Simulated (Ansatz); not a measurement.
# r2SCAN/STO-3G run of SiH3Cl (SMILES [SiH3]Cl)

What is the electronic atomisation energy of SiH3Cl at r2SCAN/STO-3G? 

Program for the calculation: Ansatz 0.2.0.

53 further runs of the same task are left out: 4 that didn't finish, 49 set aside as unsound or not needed.

## 1. The molecule

The species is SiH3Cl (5 atoms), meant as a singlet with charge 0. SMILES: `[SiH3]Cl`. Geometry: relaxed at PBE0-D4/def2-TZVP.

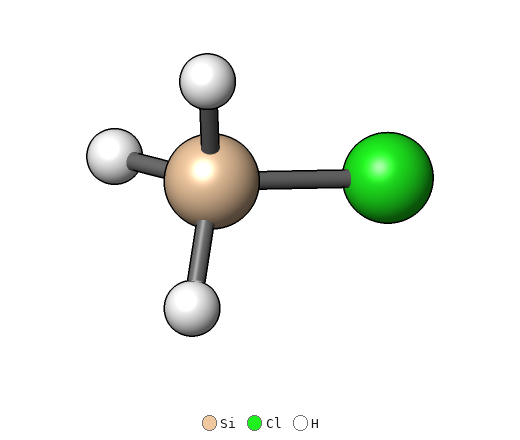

The structure, seen from a chosen angle (silicon light orange, chlorine green, hydrogen white).

## 2. The energy at r2SCAN/STO-3G

File in.yaml:

```yaml
crystal:
  periodic: [false, false, false]
  atoms:
    - symbol: Si
      position_ang: [-0.112000, 0.018600, -0.030900]
    - symbol: Cl
      position_ang: [1.838300, -0.513500, 0.329900]
    - symbol: H
      position_ang: [-0.950900, -0.488300, 1.079100]
    - symbol: H
      position_ang: [-0.534700, -0.585700, -1.314900]
    - symbol: H
      position_ang: [-0.190800, 1.495400, -0.104700]
basis:
  gaussian:
    orbitals: STO-3G
magnetization:
  spin_polarized: false
  initial_magnetization: 0
hamiltonian:
  xc: r2scan
accuracy: high
```

The run is started by

```
$ ansatz run in.yaml --threads 1 --pin off --max-ram 2610MiB --events-out events.jsonl --progress --plain --runs-dir runs
```

Log:

```text
Warning: RAYON_NUM_THREADS=1 ignored (pool sized by the plan → 1); use --threads N
Functional definition: r2SCAN
  name "r2SCAN"
  parameter k0 = 0.174
  parameter k1 = 0.065
  parameter a1 = 4.9479
  exchange = r2scan_x(k0 = k0, k1 = k1, a1 = a1)
  correlation = r2scan_c
364 factors; integrals over basis functions are off by at most 1.3e-8 eV
mean field evaluation 1: about -20220.0905 eV, gradient 2.0e1 eV
mean field evaluation 2: about -20220.4558 eV, gradient 1.8e1 eV
mean field evaluation 4: about -20221.6531 eV, gradient 1.5e-1 eV
mean field evaluation 8: about -20221.6128 eV, gradient 8.5e-4 eV
mean field -20221.61280855 eV, -743.1305640127 hartree, gradient 3.0e-8 eV, S^2 0.000000; 0 other end points of the search recorded, 0 dependent functions left out
reference -20221.61280891 eV, -743.1305640260 hartree; 17, 17 occupied and 4, 4 virtual orbitals, 364 factors
Total energy: -20221.61280891 eV, -743.1305640260 hartree
```

Run time: 2.8 s. Hardware: 1 thread of Arm Neoverse V1, shared host; peak memory 0.14 GiB.

## 3. The Cl atom, same level

File molecule.yaml:

```yaml
crystal:
  periodic: [false, false, false]
  atoms:
    - symbol: Cl
      position_ang: [0.000000, 0.000000, 0.000000]
basis:
  gaussian:
    orbitals: STO-3G
magnetization:
  spin_polarized: true
  initial_magnetization: 1
hamiltonian:
  xc: {name: r2SCAN}
accuracy: high
```

Run the same way, it converges to -455.11379 Eh (log not shown).

## 4. The H atom

File job.yaml:

```yaml
crystal:
  periodic: [false, false, false]
  atoms:
    - {symbol: H, position_ang: [0.000000, 0.000000, 0.000000]}
basis:
  gaussian:
    orbitals: STO-3G
magnetization:
  spin_polarized: true
  initial_magnetization: 1
hamiltonian:
  xc: {name: r2SCAN}
accuracy: high
```

Run the same way, it converges to -0.46646 Eh (log not shown).

## 5. The Si atom, same level

File molecule.yaml:

```yaml
crystal:
  periodic: [false, false, false]
  atoms:
    - symbol: Si
      position_ang: [0.000000, 0.000000, 0.000000]
basis:
  gaussian:
    orbitals: STO-3G
magnetization:
  spin_polarized: true
  initial_magnetization: 2
hamiltonian:
  xc: r2scan
accuracy: high
```

Run the same way, it converges to -285.91246 Eh (log not shown).

## 6. Results

At r2SCAN/STO-3G:

```
                     quantity          value
       molecule: total energy  -743.13056 Eh
        Cl atom: total energy  -455.11379 Eh
                Cl atom: ⟨S²⟩          0.750
         H atom: total energy    -0.46646 Eh
                 H atom: ⟨S²⟩          0.750
        Si atom: total energy  -285.91246 Eh
                Si atom: ⟨S²⟩          2.000
electronic atomisation energy      19.182 eV
```

What this shows: Taking the molecule apart into free atoms costs 19.18 eV (1851 kJ/mol), before zero-point energy and without spin-orbit coupling. In a minimal basis such a difference can be off by several eV, whatever the method.
